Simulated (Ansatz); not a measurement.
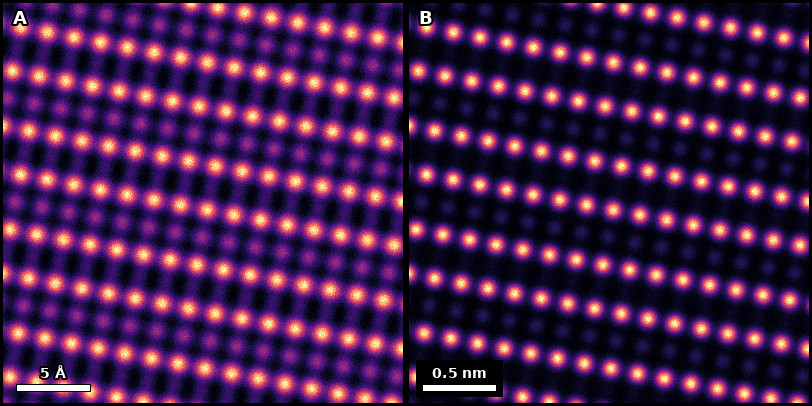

Two simulated images of the same area of Sn$_{2}$SO (P-6m2, No. 187) along [210], with a probe of 0.92 Å. One is incoherent Z contrast (Z^1.6 per atom), the other the projected potential of neutral atoms blurred by the probe (iDPC-like, thin sample). Brightness is counted from the darkest point of the image. Shot noise was added. Atomic positions: coordinates from a relaxation with Ansatz 0.2.0, DFT PBE, scalar-relativistic, plane waves, PAW; the starting structure was generated, so it need not be a known form of this composition.

**Which panel is which, and how can one tell?**

B is the Z-contrast image and A the potential image. The columns of 1 O per repeat reach about 5 % of the brightest peak (1 Sn) in B but about 19 % in A, mainly since the potential grows much more slowly with atomic number. The O columns show clearly in A alone.
